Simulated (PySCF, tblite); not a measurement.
# C₂H₉B₃N₃ radical: geometry, infrared bands and EPR parameters

Wanted: the infrared bands and EPR parameters of C₂H₉B₃N₃ radical (`CB1NB[N]BN1C`), by calculation.

Computed with tblite 0.8.0 and PySCF 2.14.0, with density-fitted response routines of our own, on a single molecule in the gas phase. Atoms are numbered from 0 throughout.

### 1 The starting structure

17 atoms, charge 0, multiplicity 2; geometry from: force field or distance geometry start.

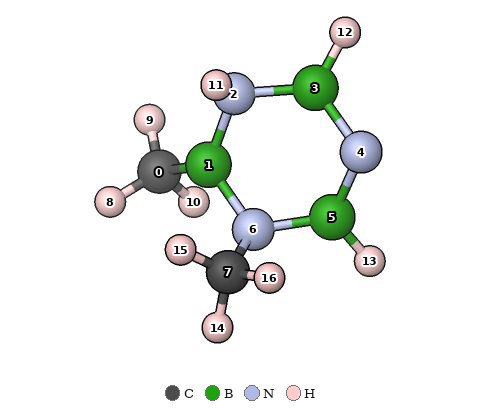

As it starts; carbon dark grey, boron green, nitrogen light blue, hydrogen pink, atoms numbered.

### 2 Optimising the geometry with GFN2-xTB

Job settings and geometry (Å):

```
{"job": {"kind": "relax", "xc": "GFN2-xTB", "basis": "xTB"}, "charge": 0, "multiplicity": 2}
C      2.020500    -1.010400     0.151900
B      0.718200    -0.188600    -0.332800
N      0.836600     1.153300    -0.991400
B      0.113100     2.265800    -0.233600
N     -1.235800     1.994200     0.456800
B     -1.117900     0.676600     1.185700
N     -0.540900    -0.487000     0.438400
C     -1.479200    -1.307700    -0.242100
H      1.997700    -2.028400    -0.294000
H      2.939300    -0.459400    -0.045800
H      1.908400    -1.052500     1.265400
H      0.392800     1.125300    -1.951400
H      0.329800     3.410300    -0.431200
H     -1.567600     0.508400     2.261600
H     -1.679300    -2.231900     0.351000
H     -1.183100    -1.557000    -1.277800
H     -2.459500    -0.798900    -0.320600
```

Command:

```sh
OMP_NUM_THREADS=1 python probes_run.py task.json out
```

The driver reads the jobs from task.json and runs them one after another.

**Question.** This job is followed by: GFN2-xTB harmonic vibrations, gas phase; UKS B3LYP, pcH-1 on B C H N, non-relativistic, mean-field spin-orbit, GIAO. Predict these results of the whole session: strongest single infrared mode (GFN2-xTB); zero-point energy (GFN2-xTB); g(iso) (B3LYP); ⟨S²⟩; largest a(iso) (averaged by class); potential on the surface of density 0.002 e/bohr³, 1st and 99th percentile.

As calculated:

| quantity | value |
| --- | --- |
| strongest single infrared mode (GFN2-xTB) | 723 cm⁻¹, 143 km/mol |
| zero-point energy (GFN2-xTB) | 82.1 kcal/mol |
| g(iso) (B3LYP) | 2.00409 |
| ⟨S²⟩ | 0.754 (exact 0.75) |
| largest a(iso) (averaged by class) | 14N on N4, 85.5 MHz |
| potential on the surface of density 0.002 e/bohr³, 1st and 99th percentile | -0.58 V and 1.57 V |

What this shows: Relaxing lowered the energy by 3.551 eV in 115 steps; the close pair that moved most is B3–N4, from 1.539 to 1.368 Å. All 45 modes are real, so the xTB geometry is a minimum. The strongest single mode, at 723 cm⁻¹, moves mainly H13 and B5. Unscaled tight-binding wavenumbers are off by several per cent, some by more. Its intensities can rank the bands wrongly. Most of the unpaired spin sits on N4 (0.89 e). The isotropic g lies 1.8 ppt above the free-electron value. These values are for one conformer; the search (at its own cheap level) found 1 more, at 0.21 kcal/mol, and measured spectra average over such forms.
